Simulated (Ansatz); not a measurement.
**ClFH$_{2}$N$_{2}$Si (SMILES F[Si]1(Cl)NN1): density, localisation and related maps**

The calculation's input:

```
crystal:
  periodic: [false, false, false]
  atoms:
    - symbol: Cl
      position_ang: [2.351422, -1.579885, 0.238865]
    - symbol: F
      position_ang: [-0.350620, -1.091336, 1.266454]
    - symbol: N
      position_ang: [0.005168, 0.261744, -1.189503]
    - symbol: "N"
      position_ang: [-0.240884, -1.253579, -1.638609]
    - symbol: Si
      position_ang: [0.459703, -0.972500, -0.114690]
    - symbol: H
      position_ang: [0.697660, 0.633194, -1.840644]
    - symbol: H
      position_ang: [-1.255364, -1.355927, -1.694912]
basis:
  gaussian:
    orbitals: def2-TZVPD
hamiltonian:
  xc: {name: PBE0}
output:
  forces: true
  orbitals: {seedname: orbitals}
```

Launched as:

```sh
ansatz run input.yaml --threads 1 --pin off --max-ram 2610MiB --events-out events.jsonl --progress --plain --runs-dir runs
```

Geometry: PBE0-D3(BJ)/pcseg-1.

The calculation used isolated molecule in a Gaussian basis; Kohn-Sham density functional theory, functional PBE0 in Ansatz 0.2.0.

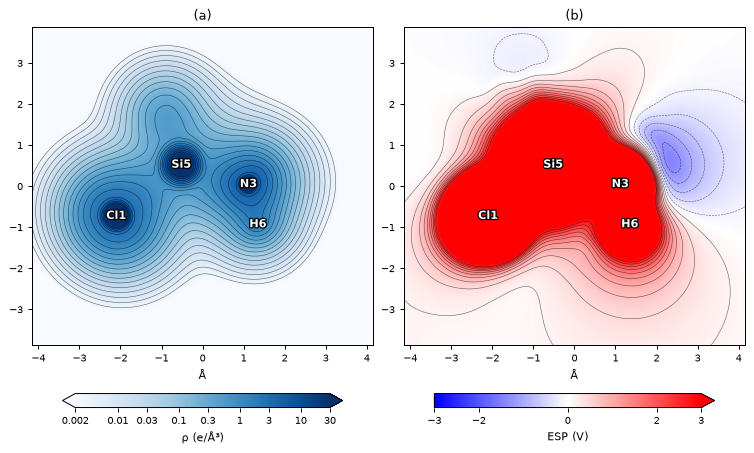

Figure 1. (a) total electron density; (b) molecular electrostatic potential on the plane of atoms Cl1, Si5 and N3.

Q: Describe what can be read from this map.

A: The plane passes through Cl, N, Si and H nuclei. Si–N (1.70 Å): ρ at the midpoint is about 1.1 e/Å³. Si–Cl (2.02 Å): ρ at the midpoint is about 0.98 e/Å³. N–H (1.02 Å): the density is about 2.9 e/Å³ at the midpoint. Outside the dense part of the molecule the potential is most negative (−1.4 V) near N3.

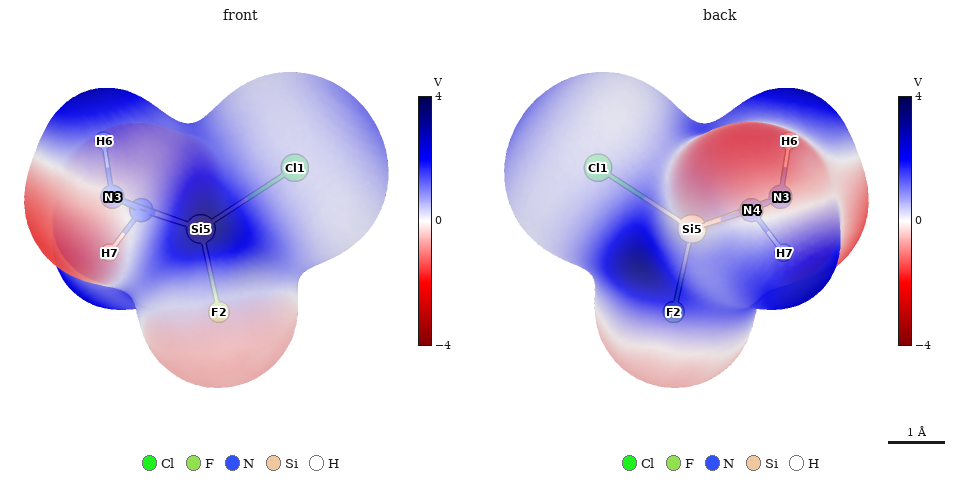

Figure 2. The molecular electrostatic potential painted on the density surface at 0.004 e/bohr³, seen from the front and from behind; red is negative and blue positive.

Q: Where is the surface potential most negative and most positive?

A: The most negative region (about −1.5 V, or −35 kcal/mol for a unit charge) lies over N3 and N4, the most positive (about +3.3 V, or +76 kcal/mol for a unit charge) over Si5. Cl1 shows a σ-hole: about +1.0 V, or +23 kcal/mol for a unit charge at the tip opposite its bond, against about +0.2 V on its flanks.

Q: How polar is the molecule by this calculation?

A: Its dipole moment is 0.52 D.

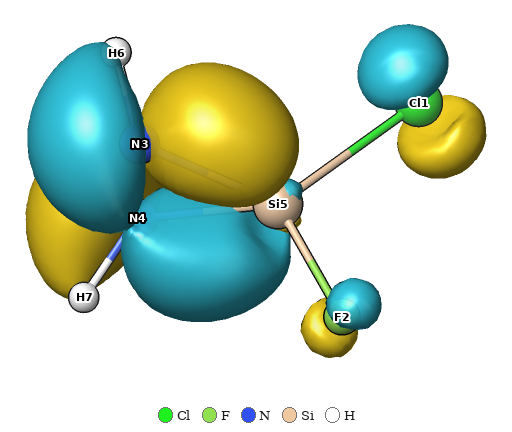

Figure 3. The HOMO−1 at ±0.15 Å⁻³ᐟ² (yellow and cyan are the two phases), seen at a tilt.

Q: Where does this orbital lie, and at what energy?

A: It lies mainly on N4 (about 35 %), N3 (about 35 %), Si5 (about 15 %) and Cl1 (about 10 %); π-antibonding (π*) across N4–N3. Its energy is −8.50 eV.

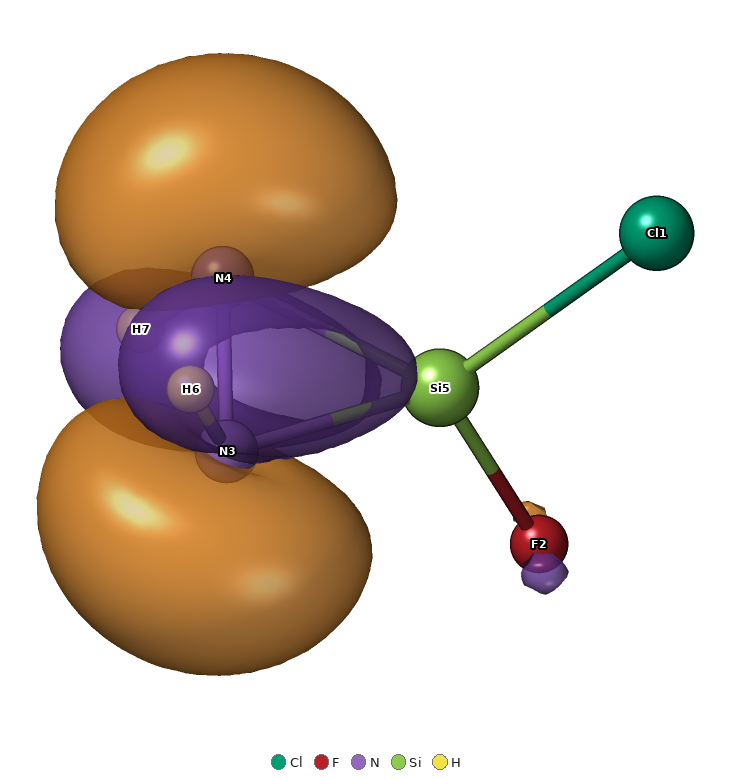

Figure 4. One frontier orbital at ±0.1 Å⁻³ᐟ² (orange and purple are the two phases), seen from one side.

Q: Which orbital is it: HOMO or LUMO?

A: The HOMO, at −7.76 eV. Its weight (Hirshfeld) is mainly on N3 (about 40 %) and N4 (about 40 %).
